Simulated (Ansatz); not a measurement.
**Sc (hcp, Mg type), energy over volume and axial ratio**

Sc (hcp, Mg type)

```
Sc
1.0
    3.33109     0.00000     0.00000
   -1.66555     2.88481     0.00000
    0.00000     0.00000     5.19433
Sc
2
Direct
  0.33333   0.66667   0.75000
  0.66667   0.33333   0.25000
```

Two coordinates are scanned: the volume, and the ratio of the stretch along z (the conventional c axis) to the stretch across it. Atoms keep their fractional coordinates.

The numbers are results of r2SCAN (plane waves to 500 eV, PAW, scalar-relativistic; Ansatz, a program for electronic structure), not measurements. k mesh 16×16×9 (Γ-centred), Fermi-Dirac smearing 0.05 eV. E stands for the smeared free energy. Compression counts positive. With partly filled bands, the response to shear is sensitive to the k mesh, so small differences along c/a are uncertain. Sc is run without spin polarisation. Sc was relaxed with its symmetry unable to fall. The PAW data are Ansatz's earlier set. ΔE is measured from the relaxed starting cell.

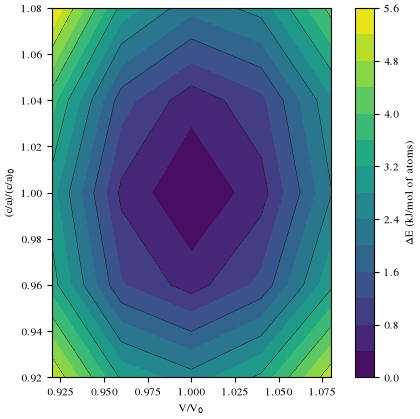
Figure: ΔE (kJ/mol of atoms) over the 5×5 grid of computed points.

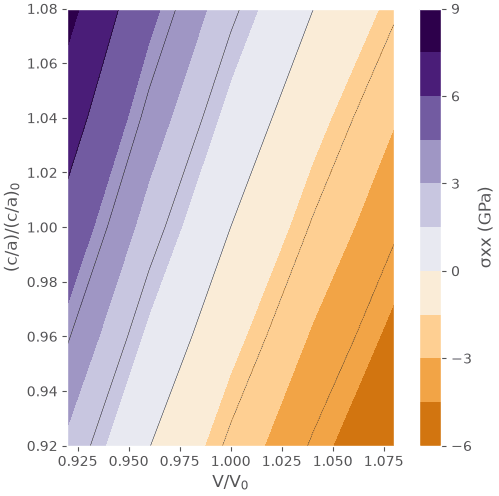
Figure. σxx (GPa) over the 5×5 grid of computed points.

Lowest place on the grid: V/V₀ = 1.000, (c/a)/(c/a)₀ = 1.000 (0 meV/atom). Highest place on the grid: V/V₀ = 0.920, (c/a)/(c/a)₀ = 1.080 (58 meV/atom).

(A scan under strain: stresses follow from slopes of the energy per volume, elastic moduli from its curvatures.)
